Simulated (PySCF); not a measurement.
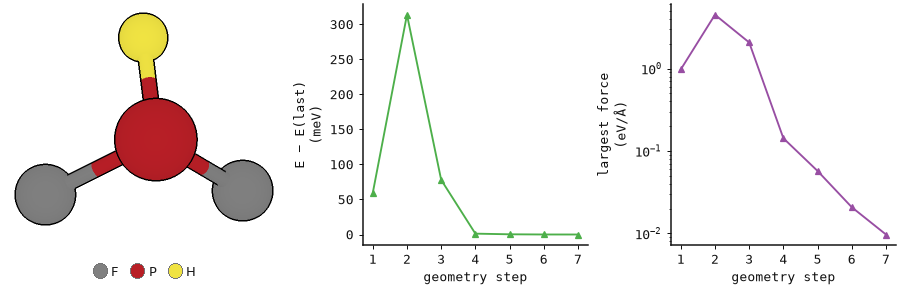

Beside the plot: the molecule at the start.

History of a geometry optimisation.

The run: difluorophosphane (SMILES FPF), by PySCF 2.14.0, density fitting, PBE0-D3(BJ)/def2-SVP, geometry optimisation.

How did it end, and what did it gain?

The optimisation met its thresholds at geometry 7, counting the start as the first. The energy fell by about 59 meV from the first step to the last, with a rise at step 2. The largest force goes from about 0.98 eV/Å at the start to 0.01 eV/Å at the end, with a peak of 4.5 eV/Å at step 2.

By which step was nine tenths of the energy gained?

By step 4 of 7.
